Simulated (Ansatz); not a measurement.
Cost and result by functional for the surface energy of the (112) surface of tetragonal indium in its 1x1 cell, outermost plane spacing 1.71 Å in the ideal cut, in Ansatz (plane waves, PAW). Single points on the PBE structure, on one kind of machine; costs are rough ratios of the slab run's core time (references not counted) to the cheapest single point. r2SCAN's cost holds its higher cutoff (500 against 420 eV). Differences are taken against r2SCAN for comparison alone: no measured value is at hand, so the table doesn't rank accuracy.

Slab: 7 atoms, 10.2 Å thick at the start (thin: gaps and levels are the slab's own); k 11x8x1, smearing 0.1 eV, dipole-corrected; all atoms relaxed; start symmetry kept, larger cells not searched; no spin, no spin-orbit, no U. These notes are the PBE run's.

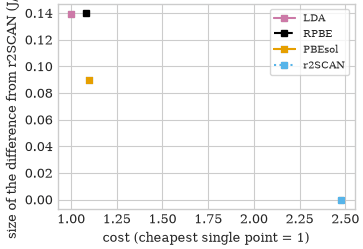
Figure: Difference from r2SCAN against cost

```csv
functional,relative cost,surface energy (J/m²),less r2SCAN (J/m²)
LDA,1,0.55,0.14
RPBE,1,0.27,-0.14
PBEsol,1,0.50,0.09
r2SCAN,2,0.41,0.00
PBE (the relaxed run's value),–,0.37,-0.04
```

The values span 0.28 J/m², while the single points' costs differ by a factor of roughly 2. Differences are of unrounded values.

Ansatz is a first-principles code.
